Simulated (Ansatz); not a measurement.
# C4H10S2: rotation by 120° about the C2–C3 bond

Aim: the minimum-energy path and barrier of the rotation by 120° about the C2–C3 bond. The ends are relaxed first, then joined by a nudged elastic band. SMILES of the start: CCCSSC.

All numbers below are computed with Ansatz 0.2.0 (RKS r2SCAN/6-31G).

**1. The starting structure**

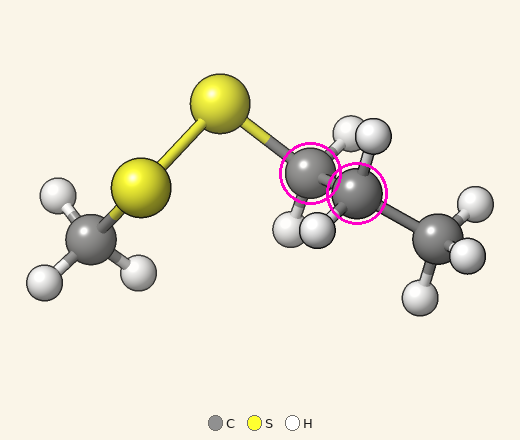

Start, viewed from a chosen angle; carbon grey, sulfur yellow, hydrogen white. Ringed: C2, C3.

Coordinates:

```xyz
16

C    -0.1278   -2.5216   -0.7334
C     0.0457   -1.4540    0.3558
C     0.8545   -0.2780   -0.1632
S     1.3391    0.9378    1.1643
S    -0.5623    1.7749    1.5488
C    -0.6602    3.0843    0.2957
H    -0.7507   -3.3083   -0.3654
H    -0.6675   -2.0136   -1.5998
H     0.7789   -2.8631   -1.0649
H     0.5551   -1.9420    1.2209
H    -0.9374   -1.1072    0.7354
H     1.8659   -0.6418   -0.5103
H     0.3432    0.2599   -0.9965
H     0.1383    3.7903    0.4234
H    -0.6437    2.6116   -0.6988
H    -1.5940    3.6482    0.4324
```

**2. End point A**

input.yaml

```yaml
crystal:
  periodic: [false, false, false]
  atoms:
    - { symbol: C, position_ang: [-0.1278, -2.5216, -0.7334] }
    - { symbol: C, position_ang: [0.0457, -1.454, 0.3558] }
    - { symbol: C, position_ang: [0.8545, -0.278, -0.1632] }
    - { symbol: S, position_ang: [1.3391, 0.9378, 1.1643] }
    - { symbol: S, position_ang: [-0.5623, 1.7749, 1.5488] }
    - { symbol: C, position_ang: [-0.6602, 3.0843, 0.2957] }
    - { symbol: H, position_ang: [-0.7507, -3.3083, -0.3654] }
    - { symbol: H, position_ang: [-0.6675, -2.0136, -1.5998] }
    - { symbol: H, position_ang: [0.7789, -2.8631, -1.0649] }
    - { symbol: H, position_ang: [0.5551, -1.942, 1.2209] }
    - { symbol: H, position_ang: [-0.9374, -1.1072, 0.7354] }
    - { symbol: H, position_ang: [1.8659, -0.6418, -0.5103] }
    - { symbol: H, position_ang: [0.3432, 0.2599, -0.9965] }
    - { symbol: H, position_ang: [0.1383, 3.7903, 0.4234] }
    - { symbol: H, position_ang: [-0.6437, 2.6116, -0.6988] }
    - { symbol: H, position_ang: [-1.594, 3.6482, 0.4324] }
basis:
  gaussian: { orbitals: "6-31G" }
hamiltonian:
  xc: r2scan
relax:
  f_tol: 0.015
  max_steps: 40
```

Run with:

```bash
$ ansatz run input.yaml --threads 2 --pin off --max-ram 3072MiB --backend cpu --events-out ev --progress --plain --runs-dir out
```

What it wrote (excerpt; [...] marks lines left out):

```text
Warning: RAYON_NUM_THREADS=2 ignored (pool sized by the plan → 2); use --threads N
[...]
Functional definition: r2SCAN
[...]
1197 factors; integrals over basis functions are off by at most 1.5e-4 eV
[...]
mean field -25974.15827229 eV, -954.5327105900 hartree, gradient 1.9e-5 eV, S^2 0.000000; 0 other end points of the search recorded, 0 dependent functions left out
[...]
reference -25974.15828154 eV, -954.5327109297 hartree; 33, 33 occupied and 49, 49 virtual orbitals, 1197 factors
relax step   1: F+E_penalty+E_count = -25974.15827229 eV  Δ(F+E_penalty+E_count) = +0.000e0 eV  max|allowed force component| = 3.009e0 eV/Å  Δτ_max = 0.0000 Å  (26 SCF iters, accepted)
[...]
relax step   6: F+E_penalty+E_count = -25974.58608235 eV  Δ(F+E_penalty+E_count) = -1.723e-4 eV  max|allowed force component| = 4.049e-3 eV/Å  Δτ_max = 0.0198 Å  (28 SCF iters, accepted)
[...]
relax step   7: F+E_penalty+E_count = -25974.58614514 eV  Δ(F+E_penalty+E_count) = -6.279e-5 eV  max|allowed force component| = 9.618e-3 eV/Å  Δτ_max = 0.0219 Å  (28 SCF iters, accepted)
1197 factors; integrals over basis functions are off by at most 1.5e-4 eV
[...]
mean field -25974.58614514 eV, -954.5484346269 hartree, gradient 8.5e-6 eV, S^2 0.000000; 1 other end points of the search recorded, 0 dependent functions left out
[...]
reference -25974.58615457 eV, -954.5484349736 hartree; 33, 33 occupied and 49, 49 virtual orbitals, 1197 factors
Total energy: -25974.58615457 eV, -954.5484349736 hartree
Atom 0 at    -0.192172    -2.517200    -0.753454 Å, force     0.001434    -0.001478     0.000374 eV/Å
Atom 1 at     0.100722    -1.511640     0.370931 Å, force     0.000071     0.001735    -0.002213 eV/Å
Atom 2 at     0.930897    -0.340456    -0.141015 Å, force     0.000813     0.000853     0.002806 eV/Å
Atom 3 at     1.340014     0.943573     1.202505 Å, force     0.001224    -0.001315    -0.000270 eV/Å
Atom 4 at    -0.683670     1.818937     1.571942 Å, force    -0.001356     0.000709    -0.000410 eV/Å
Atom 5 at    -0.699801     3.186617     0.269818 Å, force    -0.000213     0.009618     0.000770 eV/Å
Atom 6 at    -0.790029    -3.356278    -0.378707 Å, force     0.000054     0.000470    -0.000100 eV/Å
Atom 7 at    -0.751555    -2.043474    -1.570701 Å, force     0.000155     0.000578    -0.000004 eV/Å
Atom 8 at     0.737009    -2.925362    -1.172314 Å, force    -0.001949     0.000665     0.000534 eV/Å
Atom 9 at     0.637339    -2.004176     1.193127 Å, force     0.000854    -0.000706    -0.000096 eV/Å
Atom 10 at    -0.841715    -1.128125     0.786019 Å, force    -0.000481    -0.000894     0.000741 eV/Å
Atom 11 at     1.923215    -0.663557    -0.485270 Å, force    -0.000393    -0.000638    -0.000620 eV/Å
Atom 12 at     0.433680     0.184615    -0.965501 Å, force     0.000039     0.000180    -0.000797 eV/Å
Atom 13 at     0.129489     3.872592     0.449144 Å, force    -0.005725    -0.007573    -0.003236 eV/Å
Atom 14 at    -0.641376     2.756508    -0.732053 Å, force    -0.000392     0.002976     0.005557 eV/Å
Atom 15 at    -1.654948     3.704826     0.399928 Å, force     0.005864    -0.005178    -0.003036 eV/Å
Dipole moment:    -0.119162    -0.046752    -0.547723 e Å
```

Run time: 41 s. Hardware: 2 threads of Arm Neoverse V1, shared host; peak memory 0.16 GiB.

Step by step:

```tsv
step	energy from step 1 (eV)	largest force component (eV/Å)
1	0.0000	3.0091
2	-0.3556	0.9133
3	-0.4226	0.1896
4	-0.4267	0.0675
5	-0.4276	0.0232
6	-0.4278	0.0040
7	-0.4279	0.0096
```

Step 1 is the start.

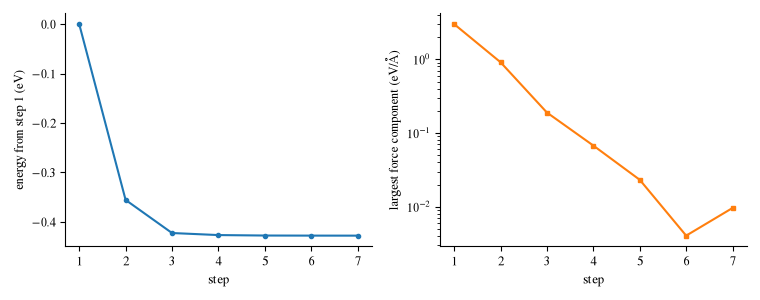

Energy and largest force along the relaxation.

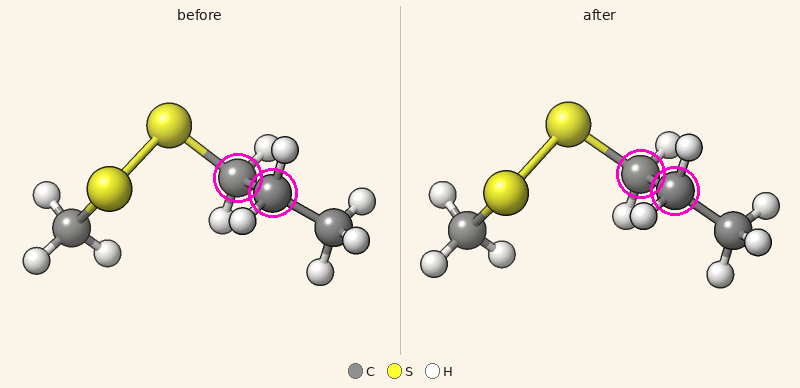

Before and after, at one scale.

After: Bond lengths (14 of 15 bonds, heavy atoms first): C1–C2 1.537 Å, C2–C3 1.524 Å, C3–S4 1.903 Å, S4–S5 2.236 Å, S5–C6 1.888 Å, C1–H7 1.096 Å, C1–H8 1.098 Å, C1–H9 1.098 Å, C2–H10 1.098 Å, C2–H11 1.099 Å, C3–H12 1.099 Å, C3–H13 1.097 Å, C6–H14 1.091 Å, C6–H15 1.092 Å. Angles (14 of 26 angles, heavy atoms first): C1–C2–C3 111.2°, C2–C3–S4 113.5°, C3–S4–S5 100.7°, S4–S5–C6 100.2°, C1–C2–H10 110.3°, C1–C2–H11 110.0°, C3–C2–H10 109.3°, C3–C2–H11 109.0°, C2–C1–H7 110.8°, C2–C1–H8 111.1°, C2–C1–H9 111.2°, C2–C3–H12 111.8°, C2–C3–H13 111.9°, S4–C3–H12 103.0°.

**3. End point B**

The second end starts from a geometry with the move made by hand.

input.yaml

```yaml
crystal:
  periodic: [false, false, false]
  atoms:
    - { symbol: C, position_ang: [-0.1278, -2.5216, -0.7334] }
    - { symbol: C, position_ang: [0.0457, -1.454, 0.3558] }
    - { symbol: C, position_ang: [0.8545, -0.278, -0.1632] }
    - { symbol: S, position_ang: [2.45806, -0.77524, -0.97352] }
    - { symbol: S, position_ang: [3.51828, -1.38428, 0.74953] }
    - { symbol: C, position_ang: [4.22481, 0.18244, 1.33311] }
    - { symbol: H, position_ang: [-0.7507, -3.3083, -0.3654] }
    - { symbol: H, position_ang: [-0.6675, -2.0136, -1.5998] }
    - { symbol: H, position_ang: [0.7789, -2.8631, -1.0649] }
    - { symbol: H, position_ang: [0.5551, -1.942, 1.2209] }
    - { symbol: H, position_ang: [-0.9374, -1.1072, 0.7354] }
    - { symbol: H, position_ang: [0.30836, 0.20085, -1.02818] }
    - { symbol: H, position_ang: [1.05323, 0.48697, 0.62451] }
    - { symbol: H, position_ang: [4.86169, 0.61244, 0.58355] }
    - { symbol: H, position_ang: [3.39587, 0.85239, 1.61019] }
    - { symbol: H, position_ang: [4.86451, -0.0109, 2.20607] }
basis:
  gaussian: { orbitals: "6-31G" }
hamiltonian:
  xc: r2scan
relax:
  f_tol: 0.015
  max_steps: 40
```

Run with:

```bash
$ ansatz run input.yaml --threads 2 --pin off --max-ram 3072MiB --backend cpu --events-out ev --progress --plain --runs-dir out
```

What it wrote (excerpt; [...] marks lines left out):

```text
Warning: RAYON_NUM_THREADS=2 ignored (pool sized by the plan → 2); use --threads N
[...]
[... 1 set-up line as earlier in the session ...]
[...]
1198 factors; integrals over basis functions are off by at most 1.5e-4 eV
[...]
mean field -25974.12969087 eV, -954.5316602420 hartree, gradient 1.8e-5 eV, S^2 0.000000; 0 other end points of the search recorded, 0 dependent functions left out
[...]
reference -25974.12969989 eV, -954.5316605737 hartree; 33, 33 occupied and 49, 49 virtual orbitals, 1198 factors
relax step   1: F+E_penalty+E_count = -25974.12969087 eV  Δ(F+E_penalty+E_count) = +0.000e0 eV  max|allowed force component| = 3.152e0 eV/Å  Δτ_max = 0.0000 Å  (26 SCF iters, accepted)
[...]
relax step   7: F+E_penalty+E_count = -25974.58563646 eV  Δ(F+E_penalty+E_count) = +6.790e-4 eV  max|allowed force component| = 1.151e-1 eV/Å  Δτ_max = 0.0341 Å  (28 SCF iters, rejected (line search))
[...]
Atom 6 at    -0.868479    -3.363209    -0.321134 Å, force    -0.000251     0.003811    -0.002102 eV/Å
Atom 7 at    -0.953606    -2.068602    -1.533150 Å, force    -0.000071     0.002742    -0.000213 eV/Å
Atom 8 at     0.575045    -2.929573    -1.260654 Å, force    -0.006421     0.002229     0.005028 eV/Å
Atom 9 at     0.677966    -1.983551     1.089968 Å, force     0.002270     0.000309     0.001925 eV/Å
Atom 10 at    -0.828379    -1.111496     0.797378 Å, force     0.002777    -0.005876     0.002695 eV/Å
Atom 11 at     0.327335     0.153651    -1.098219 Å, force    -0.000535    -0.002111    -0.002439 eV/Å
Atom 12 at     1.014872     0.462086     0.516070 Å, force     0.003221    -0.001507     0.003595 eV/Å
Atom 13 at     4.936418     0.721215     0.658805 Å, force    -0.003360    -0.002882    -0.000759 eV/Å
Atom 14 at     3.498971     0.942138     1.716729 Å, force    -0.002534    -0.002043    -0.002473 eV/Å
Atom 15 at     4.930056     0.052159     2.321757 Å, force    -0.004483     0.003902    -0.001758 eV/Å
Dipole moment:    -0.250627     0.390794     0.290196 e Å
```

Run time: 47 s. Hardware: 2 threads of Arm Neoverse V1, shared host; peak memory 0.14 GiB.

Step by step:

```tsv
step	energy from step 1 (eV)	largest force component (eV/Å)
1	0.0000	3.1518
2	-0.3826	1.0257
3	-0.4454	0.3094
4	-0.4541	0.1438
5	-0.4559	0.1184
6	-0.4566	0.0816
7x	-0.4559	0.1151
8	-0.4580	0.0092
```

Step 1 is the start. 1 step was tried and not accepted (marked x).

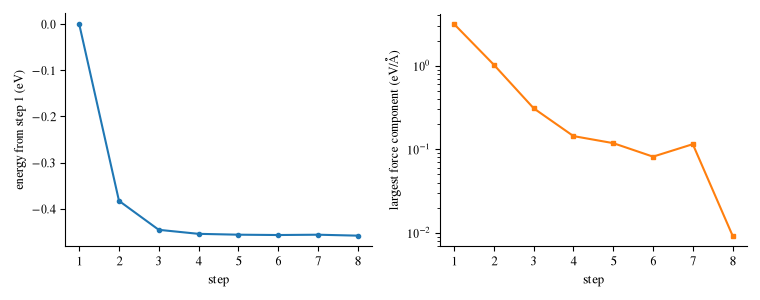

Energy and largest force along the relaxation.

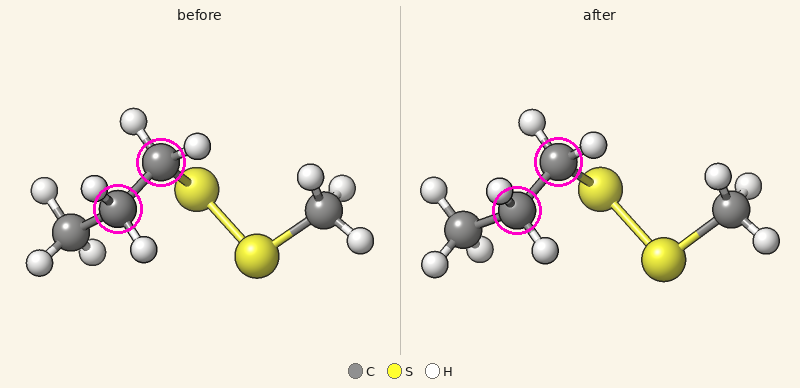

The structure before (left) and after (right), drawn at the same scale.

After: Bond lengths (14 of 15 bonds, heavy atoms first): C1–C2 1.532 Å, C2–C3 1.526 Å, C3–S4 1.908 Å, S4–S5 2.236 Å, S5–C6 1.888 Å, C1–H7 1.096 Å, C1–H8 1.098 Å, C1–H9 1.096 Å, C2–H10 1.100 Å, C2–H11 1.102 Å, C3–H12 1.099 Å, C3–H13 1.095 Å, C6–H14 1.091 Å, C6–H15 1.092 Å. Angles (14 of 26 angles, heavy atoms first): C1–C2–C3 113.7°, C2–C3–S4 114.0°, C3–S4–S5 100.8°, S4–S5–C6 100.4°, C1–C2–H10 110.3°, C1–C2–H11 109.8°, C3–C2–H10 108.9°, C3–C2–H11 107.3°, C2–C1–H7 110.9°, C2–C1–H8 111.0°, C2–C1–H9 110.7°, C2–C3–H12 111.7°, C2–C3–H13 112.2°, S4–C3–H12 102.6°.

**4. Nudged elastic band**

crystal.atoms is end A as relaxed above, and neb.final_atoms is end B, turned to lie on A. With 7 inner images the band has 9 in all.

input.yaml

```yaml
crystal:
  periodic: [false, false, false]
  atoms:
    - { symbol: C, position_ang: [-0.192172, -2.5172, -0.753454] }
    - { symbol: C, position_ang: [0.100722, -1.51164, 0.370931] }
    - { symbol: C, position_ang: [0.930897, -0.340456, -0.141015] }
    - { symbol: S, position_ang: [1.340014, 0.943573, 1.202505] }
    - { symbol: S, position_ang: [-0.68367, 1.818937, 1.571942] }
    - { symbol: C, position_ang: [-0.699801, 3.186617, 0.269818] }
    - { symbol: H, position_ang: [-0.790029, -3.356278, -0.378707] }
    - { symbol: H, position_ang: [-0.751555, -2.043474, -1.570701] }
    - { symbol: H, position_ang: [0.737009, -2.925362, -1.172314] }
    - { symbol: H, position_ang: [0.637339, -2.004176, 1.193127] }
    - { symbol: H, position_ang: [-0.841715, -1.128125, 0.786019] }
    - { symbol: H, position_ang: [1.923215, -0.663557, -0.48527] }
    - { symbol: H, position_ang: [0.43368, 0.184615, -0.965501] }
    - { symbol: H, position_ang: [0.129489, 3.872592, 0.449144] }
    - { symbol: H, position_ang: [-0.641376, 2.756508, -0.732053] }
    - { symbol: H, position_ang: [-1.654948, 3.704826, 0.399928] }
basis:
  gaussian: { orbitals: "6-31G" }
hamiltonian:
  xc: r2scan
neb:
  order_check: false
  images: 7
  f_tol: 0.05
  max_iterations: 43
  initial_path: idpp
  final_atoms:
    - { symbol: C, position_ang: [0.30554927, -2.5934168, 0.12301383] }
    - { symbol: C, position_ang: [-0.4244712, -1.40432506, -0.50927225] }
    - { symbol: C, position_ang: [0.49822227, -0.24950798, -0.88667679] }
    - { symbol: S, position_ang: [1.35258584, 0.58164562, 0.60309017] }
    - { symbol: S, position_ang: [-0.40294517, 1.51658297, 1.62395138] }
    - { symbol: C, position_ang: [-0.47916298, 3.17308663, 0.72058805] }
    - { symbol: H, position_ang: [-0.39848761, -3.39589928, 0.37229721] }
    - { symbol: H, position_ang: [1.05822156, -3.00340107, -0.56374778] }
    - { symbol: H, position_ang: [0.81694743, -2.28820803, 1.04329445] }
    - { symbol: H, position_ang: [-1.20435517, -1.03037881, 0.16969522] }
    - { symbol: H, position_ang: [-0.93791046, -1.72729279, -1.4298304] }
    - { symbol: H, position_ang: [1.34980895, -0.5906218, -1.4921099] }
    - { symbol: H, position_ang: [-0.02856255, 0.53674862, -1.43829367] }
    - { symbol: H, position_ang: [0.46743891, 3.70112347, 0.84353861] }
    - { symbol: H, position_ang: [-0.70695248, 3.02022138, -0.33605507] }
    - { symbol: H, position_ang: [-1.2888276, 3.73104293, 1.20091593] }
```

Run with:

```bash
$ ansatz run input.yaml --threads 2 --pin off --max-ram 3072MiB --backend cpu --events-out ev --progress --plain --runs-dir out
```

What it wrote (excerpt; [...] marks lines left out):

```text
Warning: RAYON_NUM_THREADS=2 ignored (pool sized by the plan → 2); use --threads N
[...]
[... 1 set-up line as earlier in the session ...]
[...]
1198 factors; integrals over basis functions are off by at most 1.5e-4 eV
[...]
mean field -25974.58618225 eV, -954.5484359910 hartree, gradient 1.8e-5 eV, S^2 0.000000; 0 other end points of the search recorded, 0 dependent functions left out
[...]
reference -25974.58619169 eV, -954.5484363377 hartree; 33, 33 occupied and 49, 49 virtual orbitals, 1198 factors
1198 factors; integrals over basis functions are off by at most 1.5e-4 eV
[...]
mean field -25974.58772426 eV, -954.5484926585 hartree, gradient 1.3e-5 eV, S^2 0.000000; 0 other end points of the search recorded, 0 dependent functions left out
[...]
reference -25974.58773346 eV, -954.5484929969 hartree; 33, 33 occupied and 49, 49 virtual orbitals, 1198 factors
[...]
Atom 6 at    -0.681581    -3.478416    -0.486598 Å, force    -0.002132    -0.000124     0.001643 eV/Å
Atom 7 at    -0.140086    -2.604317    -1.932162 Å, force     0.001681    -0.002322     0.000228 eV/Å
Atom 8 at     1.010931    -2.964173    -0.627117 Å, force    -0.000188     0.000738    -0.001487 eV/Å
Atom 9 at    -0.266588    -1.448705     0.925562 Å, force    -0.004056    -0.002516     0.001829 eV/Å
Atom 10 at    -1.420022    -1.086142    -0.348565 Å, force    -0.000593    -0.002493     0.001593 eV/Å
Atom 11 at     1.302105    -0.551125    -1.348797 Å, force     0.000342    -0.000395    -0.003915 eV/Å
Atom 12 at    -0.036757     0.597121    -1.161702 Å, force     0.000016     0.010307    -0.006024 eV/Å
Atom 13 at     0.611440     3.732010     1.090127 Å, force    -0.001597    -0.000279     0.000468 eV/Å
Atom 14 at    -0.689459     2.988243     0.095899 Å, force    -0.000287    -0.002253     0.000718 eV/Å
Atom 15 at    -1.073917     3.682644     1.700388 Å, force     0.000108     0.003264    -0.001894 eV/Å
Dipole moment:    -0.308111     0.103715    -0.461894 e Å
this run last wrote the band of iteration 6 to <dir>
```

Run time: 4.2 min. Hardware: 2 threads of Arm Neoverse V1, shared host; peak memory 0.15 GiB.

[end of part 1 of 2]
